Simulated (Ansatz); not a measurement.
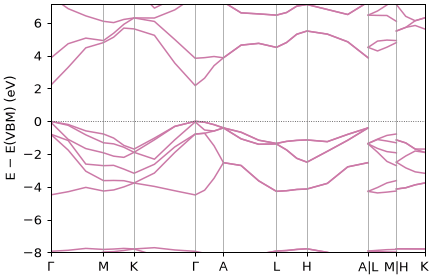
*Band structure from HSE06 (plane waves, PAW; program Ansatz)*

**Question.** Read off the gap and where the band edges lie.

**Answer.** About 2.2 eV (2.18 eV among the points solved); maximum at Γ, minimum at Γ.

**Question.** Pick the material that matches.
A) MgSe, wurtzite
B) CdS, wurtzite
C) GaN, NiAs type

**Answer.** B, CdS, wurtzite

Space group P6_3mc (wurtzite). The cell was relaxed with HSE06 under the symmetry of its start. The hybrid was solved on a coarse mesh, the path and, where they were found, the r²SCAN edge points; its band edges are the extreme levels among these. Spin–orbit coupling is left out wherever it is not named.

Potentials: the later of the program's two PAW sets.
